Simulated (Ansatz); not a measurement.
# A convergence test on Cs3Bi2Br9 (P-3m1): k mesh of the hybrid

How far can the k mesh of the hybrid be lowered for the gap of Cs3Bi2Br9 (P-3m1)?

Program: Ansatz 0.2.0. Level of theory: DFT, HSE06, plane waves, PAW. Results are calculated unless marked as measured.

## 1. Starting point

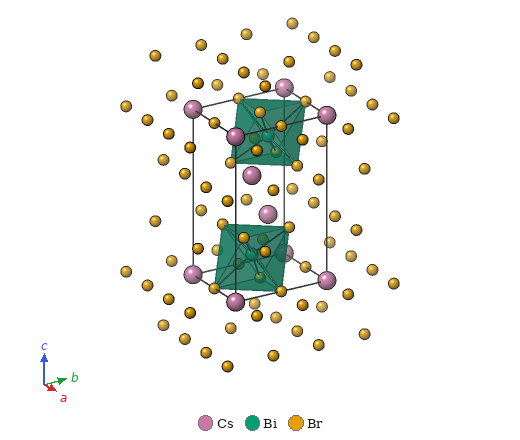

The starting structure, seen slightly off an axis (caesium pink, bismuth teal, bromine orange). Some periodic images of atoms are drawn too.

The cell and positions come from the Crystallography Open Database and are kept as given unless a step says otherwise. Spin-orbit coupling is left out unless a step names it. The default PAW set here is soft_2. Its files were made with PBE.

## 2. k mesh of the hybrid: 3×3×2

File input.yaml:

```yaml
crystal:
  lattice:
    - [7.972, 0.0, 0.0]
    - [-3.986, 6.903954519, 0.0]
    - [0.0, 0.0, 9.867]
  atoms:
    - { symbol: Cs, position: [0.6666666667, 0.3333333333, 0.6669] }
    - { symbol: Cs, position: [0.3333333333, 0.6666666667, 0.3331] }
    - { symbol: Cs, position: [0.0, 0.0, 0.0] }
    - { symbol: Bi, position: [0.6666666667, 0.3333333333, 0.1918] }
    - { symbol: Bi, position: [0.3333333333, 0.6666666667, 0.8082] }
    - { symbol: Br, position: [0.5, 0.5, 0.0] }
    - { symbol: Br, position: [0.5, 0.0, 0.0] }
    - { symbol: Br, position: [0.0, 0.5, 0.0] }
    - { symbol: Br, position: [0.3353, 0.16765, 0.3394] }
    - { symbol: Br, position: [0.83235, 0.16765, 0.3394] }
    - { symbol: Br, position: [0.83235, 0.6647, 0.3394] }
    - { symbol: Br, position: [0.16765, 0.3353, 0.6606] }
    - { symbol: Br, position: [0.16765, 0.83235, 0.6606] }
    - { symbol: Br, position: [0.6647, 0.83235, 0.6606] }
kpoints:
  mp_grid: { grid: [3, 3, 2] }
  band_path:
    path:
      - [0.0, 0.0, 0.0]
      - [0.5, 0.0, 0.0]
      - [0.33333333, 0.33333333, 0.0]
      - [0.0, 0.0, 0.5]
      - [0.5, 0.0, 0.5]
      - [0.33333333, 0.33333333, 0.5]
      - [0.066666666, 0.066666666, 0.0]
    npoints: 1
hamiltonian:
  xc: hse06
scf:
  occupations: { method: fixed }
  n_extra_bands: 8
output:
  eigenvalues: true
  write_density: true
  write_potential: true
  elf: true
  volumetric_format: npy
```

Launch:

```sh
$ ansatz run input.yaml --threads 3 --pin off --max-ram 92160MiB --backend cuda --events-out ev --progress --plain --runs-dir out --devices 1 --max-vram 13GiB
```

Numbers of over 12 decimals in the logs are rounded to 6 here.

The program printed:

```text
scf.n_extra_bands = 8 over 60 filled bands (N_el = 120.0): the run solves 68 bands
GPUs: using 1 of 1 available (devices: 1).
Engine: ansatz 0.2.0, x86_64-unknown-linux-gnu
Pseudopotentials: kind: paw
Pseudopotential: Cs, paw, valence charge 9, recommended cutoff 420 eV (normal), Cs.paw.azcp
Pseudopotential: Bi, paw, valence charge 15, recommended cutoff 420 eV (normal), Bi.paw.azcp
Pseudopotential: Br, paw, valence charge 7, recommended cutoff 420 eV (normal), Br.paw.azcp
Functional definition: HSE06
  parameter a = 0.25
  parameter omega = 0.11/bohr
  exchange = pbe_x - a*pbe_x_sr(omega) + a*exact_x_sr(omega)
  correlation = pbe_c
davidson cushion auto → on  (no smearing: the cushion is to keep the highest requested band from converging to the state above it; pin scf.eigensolver.cushion to override)
device memory: the entry about to start is reckoned to put 5.0 GiB on a device that reports 34.7 GiB free (of which the cap on the GPU budget leaves the run 13.0 GiB)
GPU FFT provider: cuFFT
GPU libraries: cuBLAS 13.8.2, cuFFT 12.4.0, cuSOLVER 12.3.4
Crystal: 14 atoms, lattice volume = 543.063 Å³
Basis set: ecut = 420 eV, 10647 PW (Γ)
Bands: 68, of which v1, the nominal top of the filled ones, is band 60 counted from 1 (59 counted from 0)
Symmetry: 12 space group operations
Space group: P-3m1 (ITA 164), of the structure as read, at distance tolerance 8.2e-5 Å
k-points: 6 of 18
Non-local potential: Cs, projectors of the file, l = 0: 3, l = 1: 2, l = 2: 2, l = 3: 2
Non-local potential: Bi, projectors of the file, l = 0: 2, l = 1: 2, l = 2: 2, l = 3: 2
Non-local potential: Br, projectors of the file, l = 0: 2, l = 1: 2, l = 2: 2
PAW form: soft (Blöchl's): semilocal exchange-correlation on the pseudo side does not see the compensation charge
PAW frozen core: Cs, regenerated for the run's functional, and the local potential with it (the file was generated under x = pbe(κ = 0.804, μ = 0.219515), c = pbe(β = 0.066725))
PAW frozen core: Bi, regenerated for the run's functional, and the local potential with it (the file was generated under x = pbe(κ = 0.804, μ = 0.219515), c = pbe(β = 0.066725))
PAW frozen core: Br, regenerated for the run's functional, and the local potential with it (the file was generated under x = pbe(κ = 0.804, μ = 0.219515), c = pbe(β = 0.066725))
PAW one-centre angular grid: Cs, 194 points (default); XC on 96 Gauss nodes
PAW one-centre angular grid: Bi, 590 points (default); XC on 64 Gauss nodes
PAW one-centre angular grid: Br, 110 points (default); XC on 64 Gauss nodes
Initial density: superposition of atomic densities (neutral atoms: chi_scale 0, normalization atom), corrected by the library's trained network
Initial wavefunctions: pseudopotential atomic-orbital guess
GPU buffer pool allocated for 209952 grid points (all kernels)
GPU transforms: local potential and band sums: pruned to the plane-wave sphere, on 54×54×72
Functional: x = pbe(κ = 0.804, μ = 0.219515), c = pbe(β = 0.066725), warm-up for x = pbe(κ = 0.804, μ = 0.219515) + 0.25 (exact − pbe) at short range (hse, ω = 0.207870 Å⁻¹), c = pbe(β = 0.066725); HSE06 as pw.x's `hse` composes it (authors' and Libxc's form: `xc: wpbeh`)
SCF iter   1: F=—  HF=-66871.639162 eV  |F-HF|=—  |Δ(HF+E_count)|=         —  Δρ=1.38e-3  dr2=1.60e-2  ethr=1.77e-3  ⟨swp⟩=14.5  Hψ=1837  notcnv=2
preconditioner: auto → none  [insulator: Δε(μ)=2.520 eV  Ē_g=9.586 eV  n_scr=96 (ndim 8)  ℏωp=15.4 eV  f_vac=0.034]
iter 2 solved again at ethr=1.22e-6 eV; its pass at ethr=1.34e-5 eV (dr2=1.46e-3 eV) is discarded
SCF iter   2: F=—  HF=-66871.644483 eV  |F-HF|=—  |Δ(HF+E_count)|=   5.32e-3  Δρ=3.79e-4  dr2=1.45e-3  ethr=1.22e-6  ⟨swp⟩=5.5  Hψ=2635  notcnv=0  defer=8
SCF iter   3: F=-66871.644364 eV  HF=-66871.644415 eV  |F-HF|=5.08e-5  |Δ(HF+E_count)|=   6.78e-5  Δρ=2.03e-4  dr2=2.88e-4  ethr=1.21e-6  ⟨swp⟩=5.5  Hψ=1154  notcnv=0  defer=2
SCF 1 stopped early in 3 iterations: F = -66871.644364 eV  dr2 = 2.88e-4
[...]
SCF iter   3: F=—  HF=-66911.257609 eV  |F-HF|=—  |Δ(HF+E_count)|=   4.25e-3  Δρ=8.43e-4  dr2=8.80e-3  ethr=2.40e-6  ⟨swp⟩=5.2  Hψ=1365  notcnv=0
SCF iter   4: F=—  HF=-66911.279408 eV  |F-HF|=—  |Δ(HF+E_count)|=   2.18e-2  Δρ=5.64e-4  dr2=2.44e-3  ethr=2.40e-6  ⟨swp⟩=4.0  Hψ=1383  notcnv=0
SCF iter   5: F=—  HF=-66911.278700 eV  |F-HF|=—  |Δ(HF+E_count)|=   7.08e-4  Δρ=8.99e-5  dr2=1.05e-4  ethr=1.90e-6  ⟨swp⟩=3.0  Hψ=955  notcnv=0
SCF iter   6: F=—  HF=-66911.279123 eV  |F-HF|=—  |Δ(HF+E_count)|=   4.23e-4  Δρ=7.46e-5  dr2=9.38e-5  ethr=4.57e-8  ⟨swp⟩=5.0  Hψ=1529  notcnv=0
SCF iter   7: F=-66911.279100 eV  HF=-66911.279100 eV  |F-HF|=7.03e-7  |Δ(HF+E_count)|=   2.25e-5  Δρ=1.53e-5  dr2=3.32e-6  ethr=4.57e-8  ⟨swp⟩=4.0  Hψ=1136  notcnv=0
SCF 2 stopped early in 7 iterations: F = -66911.279100 eV  dr2 = 3.32e-6
hybrid outer 1: dexx = +2.742e-2 eV, tail = 9.11e-5 eV
GPU FFT provider: cuFFT
GPU libraries: cuBLAS 13.8.2, cuFFT 12.4.0, cuSOLVER 12.3.4
GPU buffer pool allocated for 209952 grid points (all kernels)
GPU transforms: local potential and band sums: pruned to the plane-wave sphere, on 54×54×72
Exchange kernel: α = 0.2500, screened, ω = 0.2079 Å⁻¹, Wigner–Seitz truncation, v(0) = 1046.1558 eV·Å³, q-mesh 3×3×2, nearest image of the exchange supercell L = 19.73 Å, pair-density grid 36×36×45, without the augmentation charges, whose exchange is taken in its separable form by FFT convolution over the k-point mesh (sized by the pseudopotential files, 48×48×72 at the most), smooth part of the exact exchange by density-matrix convolution in up to 7.12 GiB of GPU memory as planned if the GPU has room (build and FFT work areas not counted)
Frozen-core exchange: fock
SCF iter   1: F=—  HF=-66911.280791 eV  |F-HF|=—  |Δ(HF+E_count)|=         —  Δρ=2.76e-5  dr2=5.62e-6  ethr=3.80e-7  ⟨swp⟩=3.0  Hψ=1119  notcnv=0
preconditioner: auto → none  [insulator: Δε(μ)=3.236 eV  Ē_g=11.001 eV  n_scr=96 (ndim 8)  ℏωp=15.4 eV  f_vac=0.037]
iter 2 solved again at ethr=3.40e-10 eV; its pass at ethr=3.97e-9 eV (dr2=4.08e-7 eV) is discarded
SCF iter   2: F=—  HF=-66911.280791 eV  |F-HF|=—  |Δ(HF+E_count)|=   1.76e-7  Δρ=1.35e-5  dr2=5.40e-7  ethr=3.40e-10  ⟨swp⟩=3.3  Hψ=2259  notcnv=0
SCF iter   3: F=—  HF=-66911.280792 eV  |F-HF|=—  |Δ(HF+E_count)|=   7.91e-7  Δρ=4.57e-6  dr2=1.67e-7  ethr=3.40e-10  ⟨swp⟩=5.3  Hψ=1307  notcnv=0  defer=1
SCF iter   4: F=-66911.280792 eV  HF=-66911.280792 eV  |F-HF|=1.13e-8  |Δ(HF+E_count)|=   4.80e-8  Δρ=1.26e-6  dr2=1.63e-8  ethr=1.30e-10  ⟨swp⟩=3.5  Hψ=1113  notcnv=0
SCF 3 converged in 4 iterations: F = -66911.280792 eV  dr2 = 1.63e-8
hybrid outer 2: dexx = +1.512e-6 eV, tail = 7.40e-8 eV, Δε = 1.54e-3 eV (about 4.23e-5 eV left of the loop's levels)
device memory: the entry about to start is reckoned to put 1.9 GiB on a device that reports 36.8 GiB free (of which the cap on the GPU budget leaves the run 13.0 GiB)
NSCF: frozen V_eff on 7 k-points
hybrid SCF converged: 2 outer / 11 inner (+3 warm-up), last move |dexx| = 1.51e-6 eV, tail = 7.40e-8 eV
Stability not checked: this state was not tested for a lower state beside it, because the functional holds exact exchange (a hybrid, or Hartree-Fock), whose exchange loop this test does not read (fock_operator; see scf.lower_state_search)
Free energy (F): -66911.280792 eV
Frozen-core exchange: fock
Harris-Foulkes:  -66911.280792 eV  (|F-HF|=1.13e-8)
Internal energy: -66911.280792 eV  (E = F + TS)
E sigma→0 (E₀):  -66911.280792 eV
Fermi energy:    2.470859 eV
--- Per-component energies (eV) ---
  E_band       = -875.266123
  E_kinetic    = 2223.845747
  E_local      = -7371.179639  (includes V_loc(G=0)·N_el)
  E_nonlocal   = 1849.989106
  E_hartree    = 2465.974003
  E_xc         = -2538.707874
  E_vxc        = -1285.011765  (∫ρ·V_xc dr)
  E_exx        = -237.218141  (= α·E_x^exact, valence–valence)
  E_paw        = -57217.602348  (= ΣΔE_a)
  E_vpaw       = -750.420259  (= ΣTr[D̂ρ^β])
  E_aug_tail   = -0.000867  (compensation charges beyond the density's cutoff)
  E_ewald      = -6082.941322
  E_core_change = -3.439459  (= ΣΔE_core)
  E_smearing   = -0.000000  (= −TS)
  E_closure    = -0.000000  (closes the sum)
  Σ components = -66911.280792   (vs F -66911.280792, Δ=-1.46e-11)
--- Band table (eV; the first three rows and the last of 6) ---
  k-point 0: bands = [... 56 lower, 1.4073, 1.4073, 1.4347, 2.4709, 5.7067, 6.4331, 6.4331, 7.6042, ... 4 higher]
  k-point 1: bands = [... 56 lower, 1.5816, 1.5816, 1.5823, 1.9504, 5.9301, 5.9301, 5.9750, 7.5405, ... 4 higher]
  k-point 2: bands = [... 56 lower, 1.3026, 1.4544, 1.5437, 2.3436, 6.2208, 6.3838, 6.4756, 7.5072, ... 4 higher]
  k-point 5: bands = [... 56 lower, 1.2052, 1.2052, 2.0593, 2.0593, 6.5450, 6.5450, 6.5634, 7.3009, ... 4 higher]
```

Elapsed: 70 s, on 1 × NVIDIA H100 80GB HBM3 (shared by 6 runs) with 3 threads of AMD EPYC 7R13 (Zen 3), shared host; peak memory 1.9 GiB.

The column dr2 measures how far the density is from self-consistency, as an energy; F and HF (Harris–Foulkes) agree once it is small.

Numbers from this step:

```
gap                     : 3.232 eV
valence top at          : k = (0.067, 0.067, 0.000)
conduction bottom at    : Γ
least direct gap        : 3.236 eV
exact-exchange fraction : 0.25
```

The gap is indirect, with the least direct gap 0.003 eV higher.

## 3. k mesh of the hybrid: 6×6×2

Edit input.yaml of step 2 so:

```diff
@@ -21,3 +21,3 @@
 kpoints:
-  mp_grid: { grid: [3, 3, 2] }
+  mp_grid: { grid: [6, 6, 2] }
   band_path:
```

The program printed:

```text
[...]
GPUs: using 1 of 1 available (devices: 1).
[...]
GPU FFT provider: cuFFT
GPU libraries: cuBLAS 13.8.2, cuFFT 12.4.0, cuSOLVER 12.3.4
Crystal: 14 atoms, lattice volume = 543.063 Å³
Basis set: ecut = 420 eV, 10647 PW (Γ)
Bands: 68, of which v1, the nominal top of the filled ones, is band 60 counted from 1 (59 counted from 0)
[... 1 set-up line as in the run before ...]
[...]
k-points: 14 of 72
[...]
E sigma→0 (E₀):  -66911.282482 eV
Fermi energy:    2.470566 eV
[...]
--- Band table (eV; the first three rows and the last of 14) ---
  k-point 0: bands = [... 56 lower, 1.4071, 1.4071, 1.4346, 2.4706, 5.7065, 6.4332, 6.4332, 7.6041, ... 4 higher]
  k-point 1: bands = [... 56 lower, 1.5814, 1.5814, 1.5822, 1.9500, 5.9302, 5.9302, 5.9747, 7.5404, ... 4 higher]
  k-point 2: bands = [... 56 lower, 1.3197, 1.4016, 1.4855, 2.4692, 5.9413, 6.3602, 6.4146, 7.5776, ... 4 higher]
  k-point 13: bands = [... 56 lower, 1.2051, 1.2051, 2.0593, 2.0593, 6.5450, 6.5450, 6.5633, 7.3008, ... 4 higher]
[key lines of the parts left out:]
Free energy (F): -66911.282482 eV
```

Elapsed: 3.4 min, on 1 × NVIDIA H100 80GB HBM3 (shared by 6 runs) with 3 threads; peak memory 3 GiB; 7.4 min of CPU time.

Numbers from this step:

```
gap                  : 3.232 eV
valence top at       : k = (0.067, 0.067, 0.000)
conduction bottom at : Γ
least direct gap     : 3.236 eV
```

The gap is 3.232 eV, as in the run before at this level.

## 4. The series

Differences are against the last row; a negative gap means that bands overlap, and a run with a band path holds that path's time. Times are wall times on 1 × NVIDIA H100 80GB HBM3 (shared by 6 runs) with 3 threads of AMD EPYC 7R13 (Zen 3), shared host, good to a factor of about two.

```tsv
k mesh of the hybrid	gap (eV)	direct gap (eV)	gap error (eV)	energy error (meV/atom)	irreducible k	time
3×3×2	3.232	3.236	+0.000	+0.1	6	70 s
6×6×2	3.232	3.236	+0.000	+0.0	14	3.4 min
```

## 5. Outcome

| Item | Value |
| --- | --- |
| 3×3×2 | 3.232 eV |
| 6×6×2 | 3.232 eV |

In words: The gap holds to 0.02 eV from 3×3×2 on, the cheapest setting tried. At 3×3×2 the gap is off by +0.000 eV and the energy by +0 meV/atom. The gap is read over the mesh and added points near the edges, so meshes differ mainly through the density and, for a hybrid, the exchange operator.

[Paths, hosts, dates, memory and timing lines, banners, echoed tables and standing remarks are left out of the program output.]

[Logs are printed without paths, hosts, clocks, repeated set-up lines and the standing remarks that a program may print on its own settings, such as how far it seeks lower states.]

[Runs of the session that timed out or met a known fault of the program may be left out.]

[Cells called generated may have been cut or substituted from an entry of the Crystallography Open Database or the Materials Project.]

[Hosts, paths, dates, database ids (printed as entryN), source tags and the programs' standing remarks are cut or masked in the printed files.]
